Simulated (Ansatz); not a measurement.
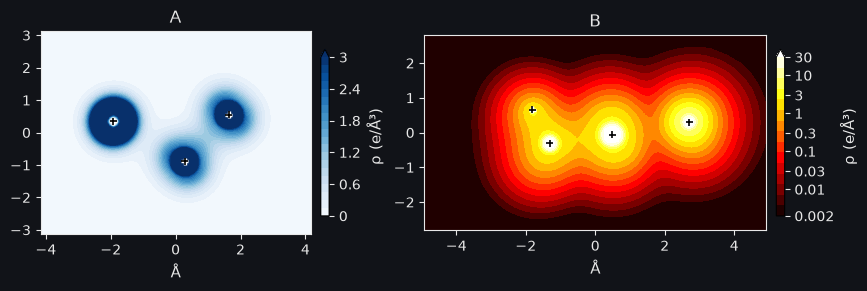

The electron density of 2 systems, each on a plane through atoms (crosses mark nuclei in the plane).

The calculation used Ansatz 0.2.0, RKS PBE0-D4/def2-TZVPPD.

System 1: OH···CH3Cl (SMILES [OH-].CCl) (charge −1), the plane of atoms Cl4, C3 and H6. Geometry: rigid move from PBE0-D4/def2-TZVPD.

```yaml
atoms:
  - { symbol: O, position_ang: [0.3687, 0.2878, -2.9150] }
  - { symbol: H, position_ang: [-0.3531, -0.2870, -3.1905] }
  - { symbol: C, position_ang: [-0.0138, -0.0086, 1.1115] }
  - { symbol: Cl, position_ang: [0.1296, 0.1010, -0.6909] }
  - { symbol: H, position_ang: [-0.4670, 0.9047, 1.5032] }
  - { symbol: H, position_ang: [0.9769, -0.1348, 1.5535] }
  - { symbol: H, position_ang: [-0.6379, -0.8629, 1.3824] }
```

System 2: AgCl2 (charge +1), the molecular plane. Geometry: PBE0-D4/def2-TZVP; core potentials replace the inner electrons of Ag.

```xyz
3

Ag    0.0548   -0.0512   -1.9470
Cl   -0.6481    0.6063    1.4878
Cl    0.5934   -0.5550    0.4593
```

Question: Match each panel to its system.

Answer: Panel A is system 2, AgCl2: the plane holds Ag and Cl. Cl–Cl (1.99 Å): ρ at the midpoint is about 1.1 e/Å³. Panel B is system 1, OH···CH3Cl: the plane holds O, C, Cl and H. Cl4···O1 (2.24 Å): the density falls to about 0.4 e/Å³ on the way.
